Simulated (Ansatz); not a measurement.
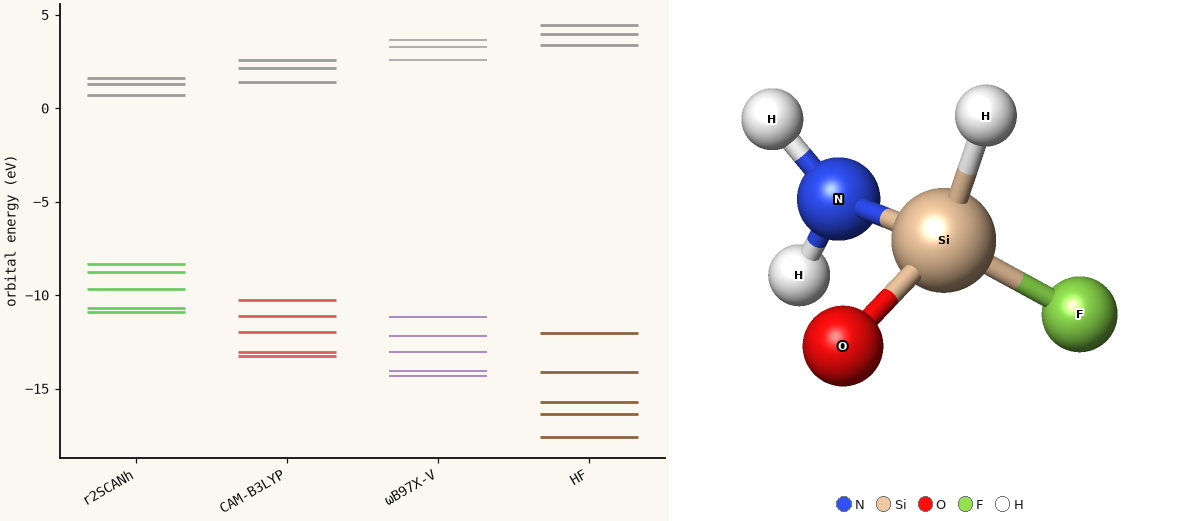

Frontier orbital energies (alpha spin) of SiNH₃OF, SMILES N[Si@@H]([O])F, doublet at one geometry, def2-TZVPP, the Ansatz code, at a PBE0-D4/def2-TZVP geometry (no frequency check). Empty levels are grey, levels within 0.1 eV stand side by side; all columns show the same few orbitals around the gap. HOMO and LUMO mean the alpha set's.

> How do the frontier levels move from column to column?

The separation grows from 9.04 eV (r2SCANh) to 15.40 eV (HF).

```tsv
level	HOMO (eV)	LUMO (eV)	separation (eV)
r2SCANh	−8.33	0.71	9.04
CAM-B3LYP	−10.26	1.39	11.65
ωB97X-V	−11.17	2.56	13.73
HF	−12.01	3.40	15.40
```

Caveats, for all or some of the runs: empty levels above zero depend strongly on the basis.
